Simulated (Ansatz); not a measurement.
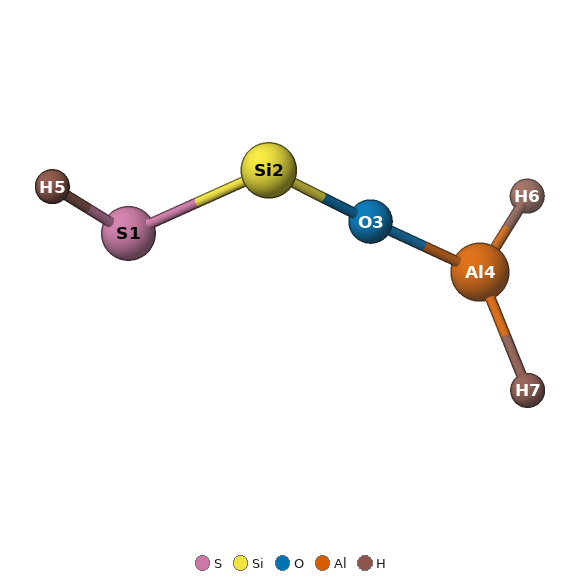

The atoms are numbered. Computed geometry: PBE0-D4/def2-TZVP optimisation. No frequency run is at hand to confirm it as a minimum.

Which atoms are bonded, and how long are the bonds?

| bond | length (Å) |
| --- | --- |
| S1–Si2 | 2.166 |
| S1–H5 | 1.343 |
| Si2–O3 | 1.627 |
| O3–Al4 | 1.696 |
| Al4–H6 | 1.577 |
| Al4–H7 | 1.577 |
